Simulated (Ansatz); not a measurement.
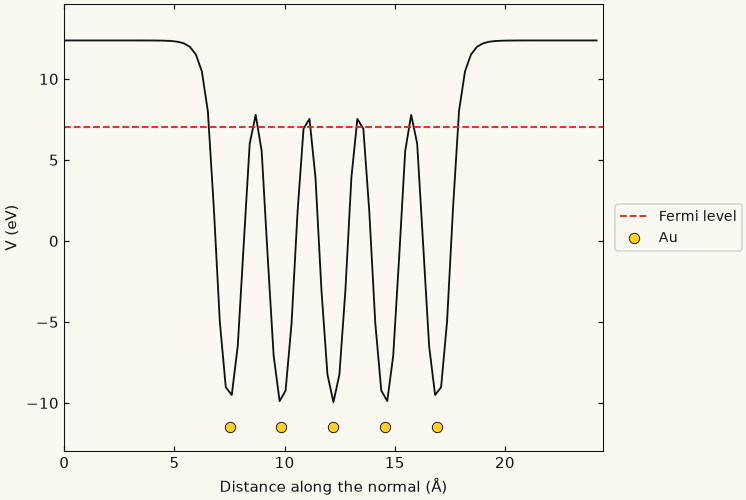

Plane-averaged electrostatic potential energy of an electron across the slab; circles at the bottom mark the heights of the atoms.

The material is a (111) slab cut from Au (Fm-3m), unrelaxed, 5 atoms in the cell.

Method: DFT PBEsol, scalar-relativistic, plane waves, PAW, no spin polarisation, 12×12×1 k mesh, Gaussian smearing of 0.1 eV (Ansatz 0.2.0).

Read off the work function of each face.

Answer. The work function is 5.34 eV, the same on both faces. The two vacuum levels agree, so the slab has no net dipole along its normal.

How thick are slab and vacuum?

Answer. The outermost atoms are 9.4 Å apart, which leaves 15.0 Å of vacuum in a cell 24.4 Å high.

Spin-orbit coupling is left out, which matters for Au.
